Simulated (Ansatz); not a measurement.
# Correcting a cheap level on Ge-containing molecules

The vertical ionisation energy (cation less neutral) in eV of 6 Ge-containing molecules: x at PBE0-D4/def2-TZVPP, y at CCSD(T)/def2-TZVPP. Shapes, held fixed at every level: PBE0-D4/def2-TZVP. Flexible molecules stand in one conformer, not always the lowest. Programs: Ansatz 0.2.0.

| molecule | x (eV) | y (eV) |
| --- | --- | --- |
| Ge5H10 (SMILES [GeH2]1[GeH2][GeH2][GeH2][GeH2]1) | 9.06 | 9.23 |
| Ge4SiH10 (SMILES [SiH2]1[GeH2][GeH2][GeH2][GeH2]1) | 9.13 | ? |
| Ge3Si2H10 (SMILES [SiH2]1[GeH2][SiH2][GeH2][GeH2]1) | 9.17 | 9.38 |
| Ge2Si4H14 (SMILES [SiH3][SiH2][GeH2][GeH2][SiH2][SiH3]) | 9.22 | 9.40 |
| Ge2Si3H12 (SMILES [SiH3][GeH2][SiH2][GeH2][SiH3]) | 9.35 | 9.53 |
| Ge2Si3H12 (SMILES [SiH3][GeH2][SiH2][SiH2][GeH3]) | 9.40 | 9.59 |

**Question.** Fit y = c + s·x to the known rows and predict y for Ge4SiH10.

**Answer.** 
1. Means of the 5 rows: x = 9.2400, y = 9.426.
2. Σ(Δx)² = 0.0754, Σ(Δx·Δy) = 0.0767, so the slope is 0.0767/0.0754 = 1.0172.
3. Intercept: 9.426 − (1.0172) × 9.2400 = 0.027. The largest residual of the fit is 0.025.
4. Ge4SiH10: 0.027 + 1.0172 × 9.13 = 9.31 eV.

CCSD(T)/def2-TZVPP gives 9.30 eV, so the prediction is off by +0.01 eV, within the largest residual. Uncorrected, PBE0-D4/def2-TZVPP misses Ge4SiH10 by -0.17 eV, and the other rows by 0.19 on average. The line removes about 95 % of this miss. Left out in turn, the other rows are missed by 0.02 eV on average, so much of the error is systematic among these molecules. Cations run unrestricted. Relativity is left out for Ge. Outer-core shells of Ge are correlated, in sets that cover them unevenly.

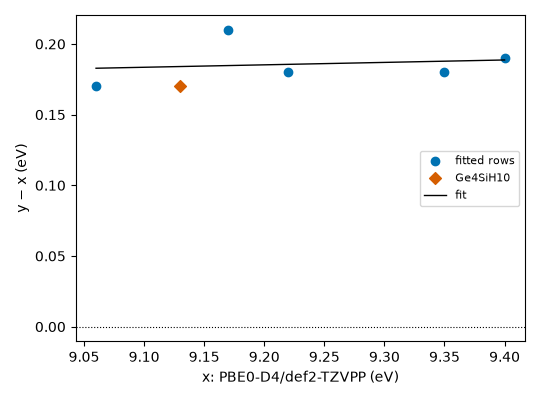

The correction y − x against x, with the fitted line and the withheld molecule.
